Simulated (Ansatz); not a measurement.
# BAsH3 radical (SMILES [BH][AsH2]): one structure at several levels

How do the functionals fare away from a minimum? The structure is a structure displaced at random from a GFN2-xTB minimum.

Computed with Ansatz 0.2.0, Gaussian basis. Level: single points in def2-TZVPP.

Cores are frozen in the correlated methods. Filled d shells of the heavier atoms are correlated. Orbitals are unrestricted.

**1. Where the work starts**

SMILES `[BH][AsH2]`, 5 atoms, charge 0, spin multiplicity 2.

Atoms are counted from 1 here; the program's logs count them from 0.

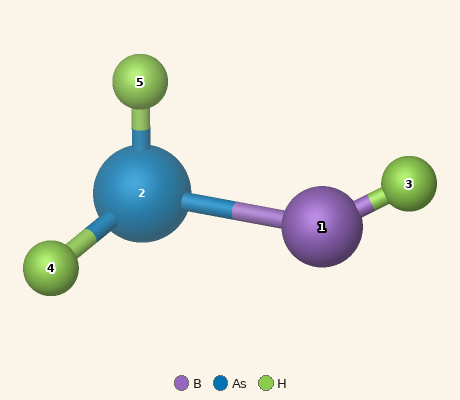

As it starts; boron purple, arsenic blue, hydrogen green; atoms are numbered from 1 in the order of the file.

Coordinates:

```xyz
5
charge 0, multiplicity 2
B     0.3164   -1.0525    0.6759
As   -0.2370    0.4245   -0.8214
H     1.1647   -1.3200    1.2248
H    -1.7313    0.5315   -0.7544
H     0.2739    1.3705   -0.1379
```

**2. CCSD(T)/def2-TZVPP**

run/in.yaml reads:

```yaml
crystal:
  periodic: [false, false, false]
  atoms:
    - {symbol: B, position_ang: [0.316400, -1.052500, 0.675900]}
    - {symbol: As, position_ang: [-0.237000, 0.424500, -0.821400]}
    - {symbol: H, position_ang: [1.164700, -1.320000, 1.224800]}
    - {symbol: H, position_ang: [-1.731300, 0.531500, -0.754400]}
    - {symbol: H, position_ang: [0.273900, 1.370500, -0.137900]}
basis:
  gaussian: {orbitals: def2-TZVPP}
magnetization: {spin_polarized: true, initial_magnetization: 1}
correlation: {method: ccsd_t}
scf: {omitted_lower_state_checks: [cluster_reference]}
output: {forces: true}
```

The command line of these runs was not kept.

**3. PBE0-D4/def2-TZVPP**

Changes to run/in.yaml since step 2:

```diff
@@ -11,4 +11,3 @@
 magnetization: {spin_polarized: true, initial_magnetization: 1}
-correlation: {method: ccsd_t}
-scf: {omitted_lower_state_checks: [cluster_reference]}
-output: {forces: true}
+hamiltonian: {xc: pbe0, dispersion: d4}
+output: {forces: true, orbitals: {seedname: orbitals}}
```

**4. wB97M-V/def2-TZVPP**

Changes to run/in.yaml since step 3:

```diff
@@ -11,3 +11,3 @@
 magnetization: {spin_polarized: true, initial_magnetization: 1}
-hamiltonian: {xc: pbe0, dispersion: d4}
-output: {forces: true, orbitals: {seedname: orbitals}}
+hamiltonian: {xc: {name: wB97M-V}}
+output: {forces: true}
```

**5. r2SCAN-D4/def2-TZVPP**

Changes to run/in.yaml since step 4:

```diff
@@ -11,3 +11,3 @@
 magnetization: {spin_polarized: true, initial_magnetization: 1}
-hamiltonian: {xc: {name: wB97M-V}}
+hamiltonian: {xc: r2scan, dispersion: d4}
 output: {forces: true}
```

**6. PBE-D4/def2-TZVPP**

Changes to run/in.yaml since step 5:

```diff
@@ -11,3 +11,3 @@
 magnetization: {spin_polarized: true, initial_magnetization: 1}
-hamiltonian: {xc: r2scan, dispersion: d4}
+hamiltonian: {xc: pbe, dispersion: d4}
 output: {forces: true}
```

**7. r2SCAN0-D4/def2-TZVPP**

Changes to run/in.yaml since step 6:

```diff
@@ -11,3 +11,3 @@
 magnetization: {spin_polarized: true, initial_magnetization: 1}
-hamiltonian: {xc: pbe, dispersion: d4}
+hamiltonian: {xc: {name: r2SCAN0}, dispersion: d4}
 output: {forces: true}
```

**8. revPBE-D4/def2-TZVPP**

Changes to run/in.yaml since step 7:

```diff
@@ -11,3 +11,3 @@
 magnetization: {spin_polarized: true, initial_magnetization: 1}
-hamiltonian: {xc: {name: r2SCAN0}, dispersion: d4}
+hamiltonian: {xc: {name: revPBE}, dispersion: d4}
 output: {forces: true}
```

(Steps that only read results are left out.)

What does the calculation give? Wanted: energy less free atoms, CCSD(T)/def2-TZVPP; RMS force component; RMS force error; HOMO and LUMO, PBE0-D4; T1 diagnostic.

The runs gave:

| quantity | value |
| --- | --- |
| energy less free atoms, CCSD(T)/def2-TZVPP | -1020.6 kJ/mol |
| RMS force component | 3.701 to 3.822 eV/Å over the methods |
| RMS force error | PBE0-D4 0.086, wB97M-V 0.086, r2SCAN-D4 0.051, PBE-D4 0.145, r2SCAN0-D4 0.060, revPBE-D4 0.167 eV/Å |
| HOMO and LUMO, PBE0-D4 | -5.65 and -2.16 eV |
| T1 diagnostic | 0.016 |

In words: Against CCSD(T) the functionals' energies less atoms differ by -64.6 to -29.0 kJ/mol, PBE-D4 by -54.9 kJ/mol. CCSD(T) in triple zeta still lacks some correlation energy of the bonds, so part of these gaps is its own basis error and they don't rank the functionals. For forces r2SCAN-D4 does best and revPBE-D4 worst. Frozen-core CCSD(T) forces in triple zeta carry basis errors of their own, and this is one geometry, so small gaps rank nothing.
